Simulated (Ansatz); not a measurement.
# HF with H2O2: structure and interaction energy

How do HF and H2O2 sit together, how strongly do they interact, and which methods get it right?

Computed with Ansatz 0.2.0, Gaussian basis. Level: PBE0-D4 structure, single points in def2-TZVPPD.

Levels: PBE-D4, revPBE-D4, BLYP-D4, r2SCAN-D4, B97M-V, PBE0-D4, B3LYP-D4, HSE06-D4, wB97X-V, wB97M-V, B2PLYP, Hartree-Fock, MP2, CCSD, CCSD(T). The reference is CCSD(T) extrapolated to the basis limit.

Cores are frozen in the correlated methods. B3LYP uses VWN-RPA correlation. B2PLYP carries no dispersion term here.

27 further runs of the same task are left out: 27 set aside as unsound or not needed.

## Step 1: The system as given

The pair, from a GFN2-xTB docking trial: 6 atoms, charge 0, spin multiplicity 1.

Atoms are counted from 1 here; the program's logs count them from 0.

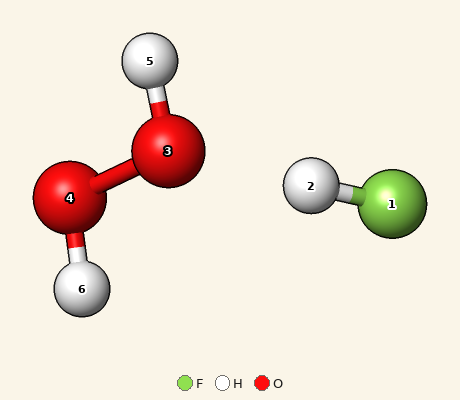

As it starts; fluorine green, hydrogen white, oxygen red; atoms are numbered from 1 in the order of the file.

Coordinates:

| atom | x (Å) | y (Å) | z (Å) |
| --- | --- | --- | --- |
| F1 | -0.1207 | 0.0194 | -2.1332 |
| H2 | 0.0742 | 0.1491 | -1.2104 |
| O3 | 0.3890 | 0.3959 | 0.4152 |
| O4 | -0.3941 | -0.4780 | 1.2185 |
| H5 | 0.1247 | 1.2690 | 0.7412 |
| H6 | -0.0731 | -1.3554 | 0.9688 |

Atoms 1 to 2 are fragment A (HF), the rest fragment B (H2O2).

## Step 2: A first relaxation in a small basis

Contents of pre/in.yaml:

```yaml
crystal:
  periodic: [false, false, false]
  atoms:
    - {symbol: F, position_ang: [-0.120700, 0.019400, -2.133200]}
    - {symbol: H, position_ang: [0.074200, 0.149100, -1.210400]}
    - {symbol: O, position_ang: [0.389000, 0.395900, 0.415200]}
    - {symbol: O, position_ang: [-0.394100, -0.478000, 1.218500]}
    - {symbol: H, position_ang: [0.124700, 1.269000, 0.741200]}
    - {symbol: H, position_ang: [-0.073100, -1.355400, 0.968800]}
basis:
  gaussian: {orbitals: def2-SVP}
hamiltonian: {xc: pbe, dispersion: d4}
relax: {f_tol: 0.03, max_steps: 250}
```

The command line of these runs was not kept.

Further steps of the session: Relaxation at PBE0-D4; CCSD(T)/def2-TZVPPD; MP2/def2-QZVPPD; Vibrations of the pair.

**Question.** What will these runs give? Wanted: interaction energy, CCSD(T)/CBS; of it Hartree-Fock; D4 term of PBE0-D4; shortest contact; lowest wavenumber.

As calculated:

| quantity | value |
| --- | --- |
| interaction energy, CCSD(T)/CBS | -335 meV |
| of it Hartree-Fock (basis limit) | -226 meV |
| D4 term of PBE0-D4 | -17 meV |
| shortest contact | H2–O3 1.70 Å |
| lowest wavenumber | 133 cm⁻¹ |

The pair is bound by 335 meV at fixed fragment shapes. Hartree-Fock gives 68 % of it, so electrostatics and correlation both count. Among the functionals B3LYP-D4 lands nearest to CCSD(T)/CBS (-4 meV) and r2SCAN-D4 farthest (-53 meV). Mean unsigned error by rung: GGA 30, meta-GGA 35, hybrid 14, screened hybrid 22, range-separated hybrid 7, double hybrid 21 meV. PBE-D4 gives an interaction energy 24 meV too low, an error of 7 % of the reference. CCSD(T) moves by -35 meV from triple zeta to the limit; gaps between functionals far smaller than that don't rank them. A lower arrangement may exist.
